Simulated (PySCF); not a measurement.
# C₆H₁₅NSi₂: what the fields show

Input

```
{"job": {"kind": "nmr", "xc": "PBE0", "basis": "pcSseg-1"}, "charge": 0, "multiplicity": 1}
C     -3.134521    -0.239489     0.249249
C     -1.996005    -0.329742     1.274803
C     -1.135407     0.552672     0.353573
N      0.239942     0.189343     0.161049
Si     1.040903     0.463874    -1.357311
C      2.830079     0.238733    -0.763381
C      2.824851    -0.640979     0.489738
Si     1.259801    -0.260047     1.493644
C     -2.123050     0.263823    -0.789897
H     -3.645862    -1.170168     0.013602
H     -3.872971     0.515770     0.511330
H     -2.189993     0.053550     2.274082
H     -1.590409    -1.335097     1.347177
H     -1.202255     1.605113     0.661418
H      0.644262    -0.530800    -2.365382
H      0.768548     1.813478    -1.867286
H      3.474653    -0.183917    -1.533581
H      3.250020     1.214075    -0.514425
H      3.736721    -0.501132     1.069713
H      2.810981    -1.689500     0.189980
H      1.429601     0.849461     2.445058
H      0.746342    -1.433849     2.208152
H     -1.760138    -0.535912    -1.429695
H     -2.417828     1.110507    -1.405488
```

Launched as:

```sh
OMP_NUM_THREADS=1 python probes_run.py task.json out
```

Geometry: GFN2-xTB.

Method: PBE0/pcSseg-1, SCF density, gas phase, non-relativistic (PySCF 2.14.0).

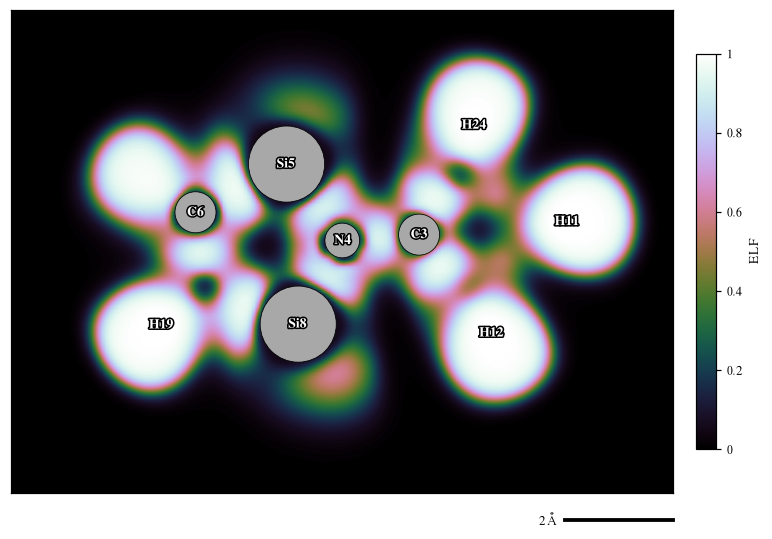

Figure 1. ELF on the plane of atoms Si5, N4 and Si8. Grey discs cover the atomic cores.

> Interpret the plot.

Atoms in the plane: C, N, Si and H. C–N (1.44 Å): the ELF peaks at about 0.90 between the atoms (localised, covalent bonding). Si–N (1.74 Å): the ELF peaks at about 0.90 between the atoms (a shared but strongly polarised pair). C–Si (1.90 Å): the ELF peaks at about 0.95 between the atoms; a shared electron pair.

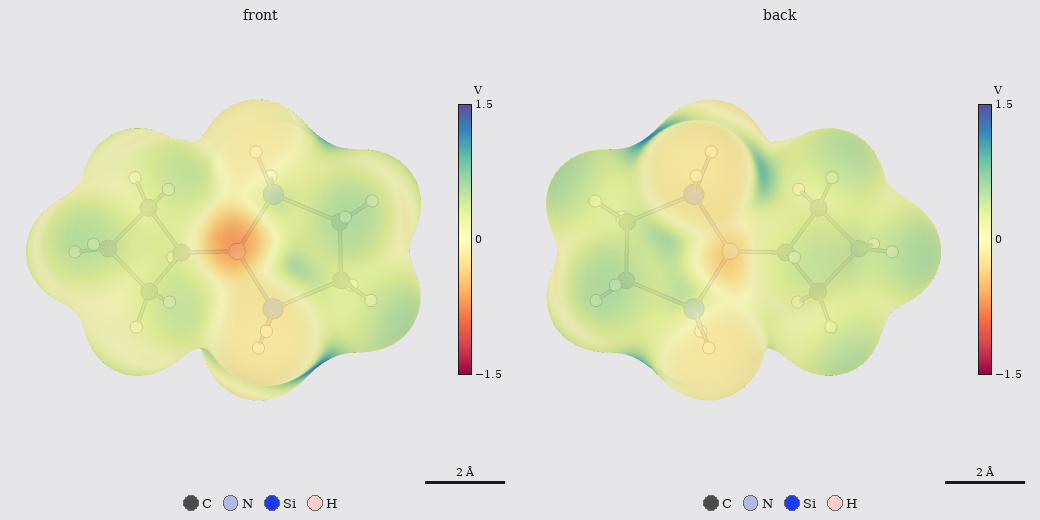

Figure 2. The molecular electrostatic potential painted on the density surface at 0.002 e/bohr³, seen from the front and from behind; red is negative and blue positive.

> Which sites attract a positive test charge, and which a negative one?

A positive charge is drawn to the negative regions and a negative charge to the positive ones. The most negative region (about −0.6 V) lies over N4, the most positive (about +1.1 V) over Si5 and Si8.
